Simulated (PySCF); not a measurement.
**C$_{6}$H$_{8}$N$_{2}$OSi: density, localisation and related maps**

```xyz
18

N    -2.7730   -0.5883   -1.6930
C    -2.2192   -0.0284   -0.8445
C    -1.4510    0.6767    0.1731
C    -2.2648    1.6389    0.8973
N    -2.8606    2.4214    1.5085
C    -0.7761   -0.3349    1.1620
O     0.0204   -1.2608    0.5119
C     1.2593   -0.7869    0.0390
C     1.1266    0.1489   -1.1630
Si    0.0011    1.5922   -0.7478
H    -1.5642   -0.8916    1.6899
H    -0.2089    0.2544    1.9103
H     1.8330   -1.6842   -0.2347
H     1.8062   -0.2822    0.8611
H     2.1205    0.5100   -1.4739
H     0.6964   -0.4006   -2.0169
H    -0.5349    2.3396   -1.9156
H     0.6107    2.5070    0.2606
```

Geometry: PBE0-D3(BJ)/def2-SVP.

Computed with PySCF 2.14.0, PBE0/pcSseg-1, SCF density, gas phase, non-relativistic.

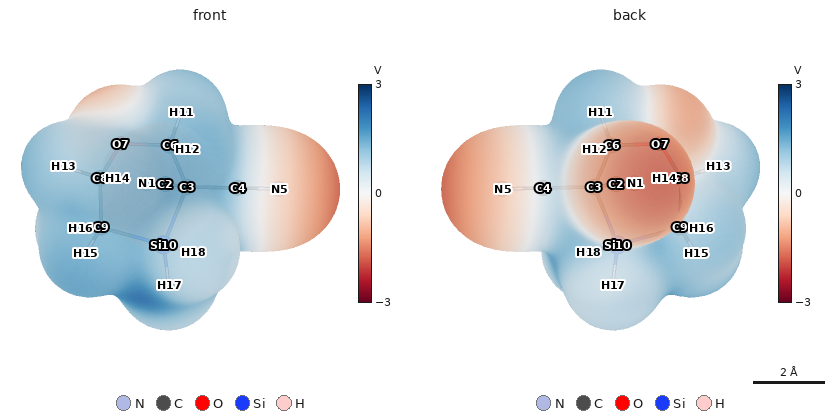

Figure 1. The molecular electrostatic potential painted on the density surface at 0.002 e/bohr³, seen from the front and from behind; red is negative and blue positive.

**Describe the electrostatic potential map.**

The most negative region (about −1.7 V) lies over N1 and N5, the most positive (about +2.0 V) over Si10.

**How polar is the molecule by this calculation?**

Its dipole moment is 5.70 D.

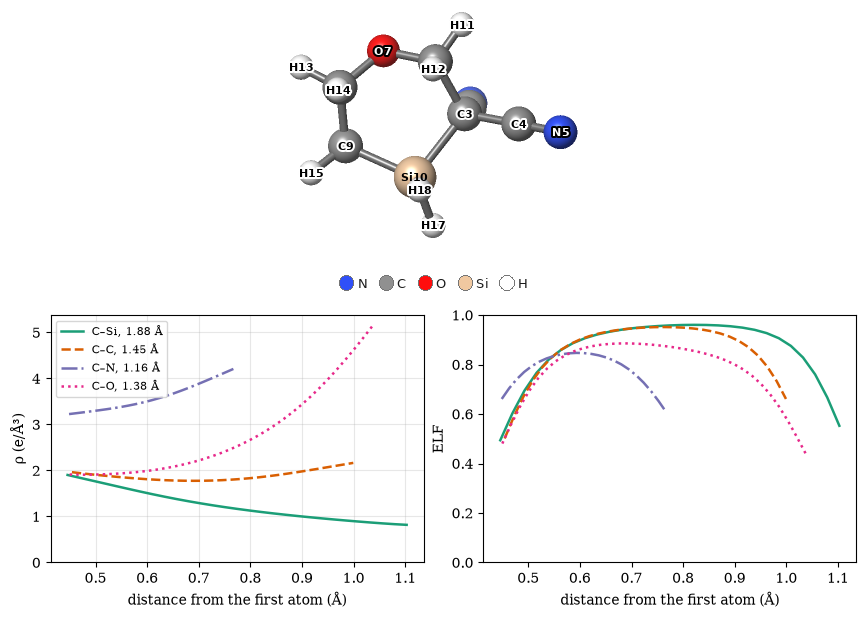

Figure 2. Total electron density and ELF along straight lines between neighbouring atoms. The curves leave out the atomic cores. The structure is drawn too.

**What kind of bonding do the profiles show?**

C–Si (1.88 Å): ρ is about 0.96 e/Å³ halfway; the ELF peaks at about 0.95 between the atoms (localised, covalent bonding).
C–C (1.45 Å): the density is about 1.8 e/Å³ at the midpoint; the ELF peaks at about 0.95 between the atoms (localised, covalent bonding).
C–N (1.16 Å): ρ is about 3.4 e/Å³ halfway; the ELF peaks at about 0.85 between the atoms; a short, multiple covalent bond.
C–O (1.38 Å): ρ is about 2.2 e/Å³ halfway, with its minimum of 1.9 e/Å³ about 0.5 Å from C; the ELF peaks at about 0.90 between the atoms (a shared but strongly polarised pair).
